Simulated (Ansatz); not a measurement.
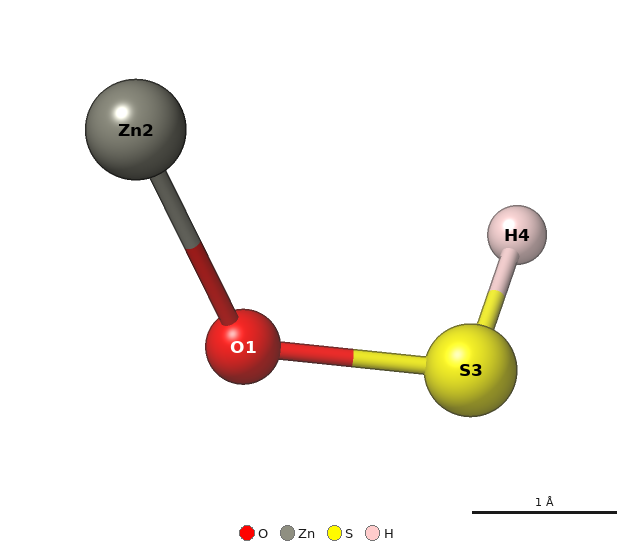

Orthographic view. Depth is shown by fading: the farther an atom, the more it takes the colour of the background. Charge −1, singlet. Computed geometry: PBE0-D4/def2-TZVPD optimisation. No frequency run is at hand to confirm it as a minimum.

Give the geometry as a Z-matrix, atoms in numerical order, with these reference atoms: 2 to 1; 3 to 1, 2; 4 to 3, 1, 2.

```
O  
Zn   1   2.061
S    1   1.605   2   119.5
H    3   1.363   1   103.5   2   -79.9
```
